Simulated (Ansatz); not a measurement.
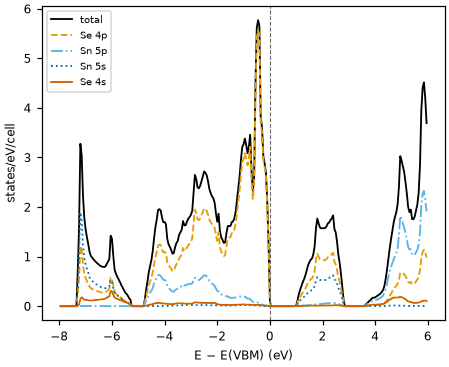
Fig. 1. Total and projected density of states of SnSe2 (CdI2 type, P-3m1), plane-wave PAW r²SCAN+D4 (Ansatz code)

### Question
Which orbitals carry the states next to the gap?

### Answer
Top 1 eV of the valence band: Se 4p 95 %. Bottom 1 eV of the conduction band: Se 4p 59 %, Sn 5s 34 %. Projections are on Löwdin-orthogonalised atomic valence shells; empty p or d shells of many metals are not among them.

### Question
Where is the tallest occupied peak in this window, and what makes it?

### Answer
Near -0.5 eV, about 5.8 states/eV per cell; the largest projected share is Se 4p.

The r²SCAN+D4 relaxation kept the symmetry of its start; of distortions, only those at the zone centre were tested. Spin–orbit coupling is left out wherever it is not named.

Potentials: the later of the program's two PAW sets.
